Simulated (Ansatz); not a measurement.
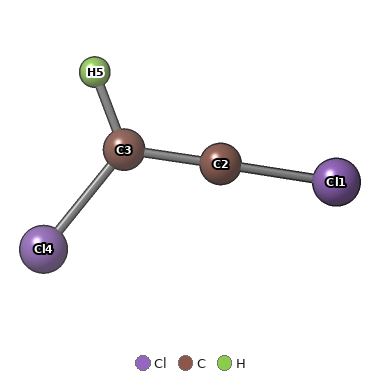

The system is C₂HCl₂, SMILES Cl[C+]=CCl, charge +1; the picture shows the reference structure. First axis: bond length C2–C3. Second axis: angle C2–C3–Cl4. Nothing is relaxed (all other coordinates rigid). The scan uses a 15 × 15 grid. At 49 points there is no value. Points are written as (first, second). All energies are given in eV relative to the relaxed molecule at the same level. The calculation used RKS PBE0-D4/def2-TZVP (Ansatz 0.2.0).

Its coordinates:

```yaml
atoms:
  - { symbol: Cl, position_ang: [0.3052, -1.4376, 1.7876] }
  - { symbol: C, position_ang: [0.1409, -0.4521, 0.6034] }
  - { symbol: C, position_ang: [-0.0047, 0.3633, -0.3853] }
  - { symbol: Cl, position_ang: [-1.3195, 0.2138, -1.4330] }
  - { symbol: H, position_ang: [0.7335, 1.1550, -0.5396] }
```

Range: bond length C2–C3 from 1.135 to 1.612 Å; angle C2–C3–Cl4 from 75.5 to 165.5°.

Question: Predict the map.

Answer: The lowest grid point is at (1.305 Å, 120.5°), 0.007 eV from the relaxed molecule at the same level. The highest grid point, (1.612 Å, 165.5°), lies 3.36 eV above the lowest.

| angle C2–C3–Cl4 ↓, bond length C2–C3 → | 1.135 | 1.169 | 1.203 | 1.237 | 1.271 | 1.305 | 1.340 | 1.374 | 1.408 | 1.442 | 1.476 | 1.510 | 1.544 | 1.578 | 1.612 |
| --- | --- | --- | --- | --- | --- | --- | --- | --- | --- | --- | --- | --- | --- | --- | --- |
| 165.5 | – | – | – | – | 0.65 | 0.75 | 0.93 | 1.15 | 1.41 | 1.71 | 2.03 | 2.36 | 2.69 | 3.03 | 3.37 |
| 159.1 | – | – | – | – | 0.50 | 0.59 | 0.74 | 0.94 | 1.18 | 1.45 | 1.74 | 2.05 | 2.36 | 2.68 | 2.99 |
| 152.7 | – | – | – | – | 0.37 | 0.43 | 0.56 | 0.74 | 0.95 | 1.20 | 1.47 | 1.76 | 2.05 | 2.35 | 2.65 |
| 146.2 | – | – | – | – | 0.25 | 0.29 | 0.39 | 0.55 | 0.75 | 0.98 | 1.23 | 1.50 | 1.78 | 2.07 | 2.36 |
| 139.8 | – | – | – | – | 0.15 | 0.17 | 0.26 | 0.40 | 0.58 | 0.80 | 1.04 | 1.30 | 1.57 | 1.85 | 2.14 |
| 133.4 | – | – | – | – | 0.07 | 0.08 | 0.16 | 0.29 | 0.46 | 0.67 | 0.90 | 1.15 | 1.42 | 1.69 | 1.97 |
| 126.9 | – | – | – | – | 0.03 | 0.02 | 0.09 | 0.22 | 0.38 | 0.58 | 0.81 | 1.06 | 1.32 | 1.60 | 1.88 |
| 120.5 | – | – | – | – | 0.01 | 0.01 | 0.07 | 0.19 | 0.36 | 0.56 | 0.79 | 1.03 | 1.30 | 1.57 | 1.85 |
| 114.1 | – | – | – | – | 0.03 | 0.02 | 0.09 | 0.21 | 0.38 | 0.58 | 0.82 | 1.07 | 1.33 | 1.61 | 1.90 |
| 107.7 | – | – | – | – | 0.07 | 0.07 | 0.14 | 0.27 | 0.45 | 0.66 | 0.90 | 1.15 | 1.43 | 1.71 | 2.00 |
| 101.2 | – | – | – | – | 0.14 | 0.15 | 0.23 | 0.37 | 0.55 | 0.77 | 1.02 | 1.29 | 1.57 | 1.87 | 2.17 |
| 94.8 | – | – | – | – | 0.24 | 0.25 | 0.34 | 0.49 | 0.69 | 0.92 | 1.18 | 1.46 | 1.75 | 2.06 | 2.37 |
| 88.4 | 1.39 | 0.93 | 0.62 | – | 0.38 | 0.40 | 0.50 | 0.65 | 0.85 | 1.09 | 1.36 | 1.65 | 1.96 | 2.28 | 2.60 |
| 81.9 | 1.65 | 1.17 | 0.86 | 0.68 | 0.60 | 0.62 | 0.71 | 0.86 | 1.06 | 1.31 | 1.58 | 1.88 | 2.19 | 2.52 | 2.85 |
| 75.5 | 2.09 | 1.59 | 1.26 | 1.05 | 0.96 | 0.96 | 1.04 | 1.17 | 1.36 | 1.60 | 1.86 | 2.15 | 2.46 | 2.79 | 3.12 |

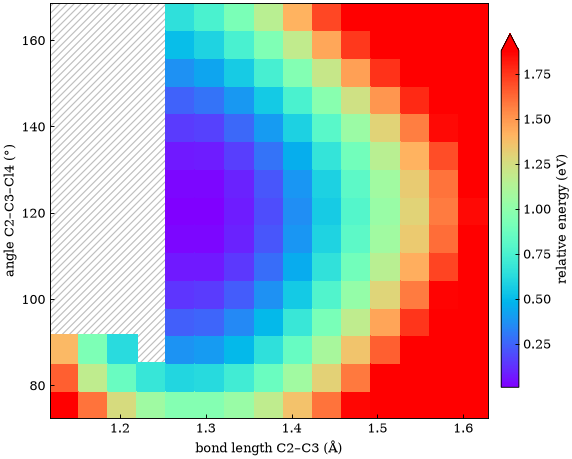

The picture shows one coloured cell a grid point, one colour for all values above the top of the scale, hatched blanks where no value was computed.

Each point was launched as `ansatz run input.yaml --threads 1 --pin off --max-ram 2560MiB --backend cpu --events-out ev --progress --plain --runs-dir out`. The whole map (176 points run) took 13 min on 1 thread of Arm Neoverse V2, on a shared host.
